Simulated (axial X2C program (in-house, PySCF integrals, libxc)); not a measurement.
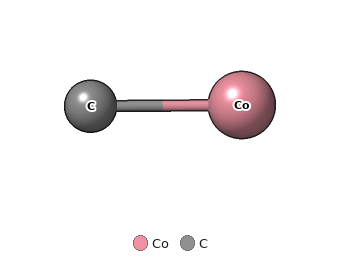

*The molecule at the reference distance of 1.595 Å.*

Relativistic diatomic calculation, with input and output: CoC

System: CoC, single determinant with Ω = 5/2.
Method: HF, two-component X2C with atomic mean-field Coulomb and Gaunt terms, Co dyall-cv3z, C dyall-v3z (cores contracted) (axial X2C program (in-house, PySCF integrals, libxc)).

### Input file
```
{"zs": [27, 6], "q": 0, "bas": ["dyall-cv3z", "dyall-v3z"], "levels": ["PBE0", "HF", "TPSSh"], "cc": true, "r0": 1.7, "thr": -2.0, "nmax": 90, "npts": 10, "nst": 2, "ntry": 6}
```

The line is the task of a batch: nuclear charges, charge, bases, the levels to run, a first guess of the distance and further settings. This report covers HF with spin-orbit coupling. The log is that of the reference distance 1.595 Å.

Launched within a batch (the task file carries these settings):
```bash
python <driver script> task.json out
```

### Log
```
two-component X2C + atomic mean field  HF
basis functions 150  fitting functions 854  grid points 5075
iter        total energy     max residual
   1      -1429.047958775     1.29e-01
   2      -1429.074938715     2.06e-02
   3      -1429.080756107     2.83e-02
   4      -1429.085618494     1.90e-02
   5      -1429.090091989     1.52e-02
   6      -1429.095886748     1.51e-02
   7      -1429.099699280     1.56e-02
   8      -1429.095879541     1.60e-02
   9      -1429.088405339     1.68e-02
  10      -1429.084869697     1.29e-02
  11      -1429.084945341     1.03e-02
  12      -1429.086514665     9.50e-03
  13      -1429.087106092     9.73e-03
  14      -1429.087548633     9.80e-03
  15      -1429.087049361     8.91e-03
  16      -1429.083808559     8.98e-03
  17      -1429.081431889     9.04e-03
  18      -1429.079849596     8.84e-03
  19      -1429.079215404     8.90e-03
  20      -1429.078963029     9.03e-03
  21      -1429.078513950     9.37e-03
  22      -1429.078606401     9.54e-03
  23      -1429.078374541     9.30e-03
  24      -1429.078505028     8.70e-03
  25      -1429.078543586     8.65e-03
  26      -1429.078044417     8.65e-03
  27      -1429.078466823     8.19e-03
  28      -1429.080041109     7.53e-03
  29      -1429.079843983     7.79e-03
  30      -1429.079694363     7.79e-03
  31      -1429.078983187     8.28e-03
  32      -1429.078878115     8.27e-03
  33      -1429.079568738     7.87e-03
  34      -1429.078302670     8.19e-03
  35      -1429.079096420     7.49e-03
  36      -1429.080137649     7.53e-03
  37      -1429.077512032     8.58e-03
  38      -1429.076951753     8.61e-03
  39      -1429.076902699     8.67e-03
  40      -1429.076773004     8.14e-03
  41      -1429.076785221     7.00e-03
  42      -1429.076918210     6.47e-03
  43      -1429.076716614     6.54e-03
  44      -1429.076766340     6.39e-03
  45      -1429.077039148     6.19e-03
  46      -1429.077965819     6.67e-03
  47      -1429.076703107     5.49e-03
  48      -1429.077561557     6.96e-03
  49      -1429.076453760     6.10e-03
  50      -1429.076490637     6.32e-03
  51      -1429.076681012     6.37e-03
  52      -1429.076768304     6.37e-03
  53      -1429.076561362     6.68e-03
  54      -1429.076724568     6.75e-03
  55      -1429.076452142     6.45e-03
  56      -1429.076442854     6.19e-03
  57      -1429.077046392     5.94e-03
  58      -1429.077376890     6.19e-03
  59      -1429.077138001     6.08e-03
  60      -1429.077045948     6.04e-03
  61      -1429.077087906     6.19e-03
  62      -1429.076780552     5.52e-03
  63      -1429.076711608     5.39e-03
  64      -1429.076461513     5.26e-03
  65      -1429.076286736     5.18e-03
  66      -1429.076522879     5.40e-03
  67      -1429.076382394     5.43e-03
  68      -1429.075968253     5.30e-03
  69      -1429.076492135     5.13e-03
  70      -1429.076726305     5.23e-03
  71      -1429.076826945     5.08e-03
  72      -1429.076870811     5.34e-03
  73      -1429.076635735     5.21e-03
  74      -1429.076842326     5.50e-03
  75      -1429.076858950     5.30e-03
  76      -1429.076719137     5.08e-03
  77      -1429.076793353     5.34e-03
  78      -1429.076831029     5.10e-03
  79      -1429.076894928     5.18e-03
  80      -1429.076858683     5.18e-03
NOT converged
one-electron -2086.99312687  Coulomb 668.14179325  exact exchange -63.57555648  xc functional 0.00000000  nuclear repulsion 53.74715246  atomic mean-field constant -0.39712104
```

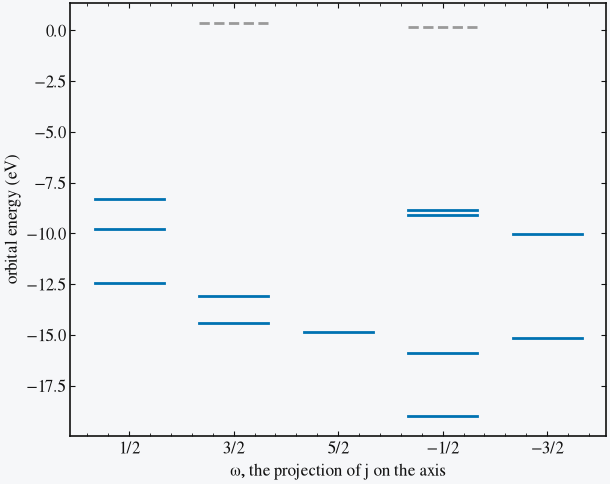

*Orbital energies near the frontier at 1.59 Å, filled (solid) and empty (dashed).*

The highest filled spinor (1/2; 40 % Co s, 40 % C p) lies at −8.30 eV, the lowest empty one (−1/2; 64 % Co s, 30 % Co p) at 0.17 eV.

### Outcome

- outcome: 9 of 10 points not converged
- hardware: 1 thread of Arm Neoverse V1, 24 GiB of memory available, shared host
- wall time: 22 s

### What went wrong

9 of the 10 points of the curve did not converge at the level reported and have no energy. The log shown is that of a point that failed. The curve is incomplete. Hartree–Fock lacks correlation, so it usually binds too weakly.
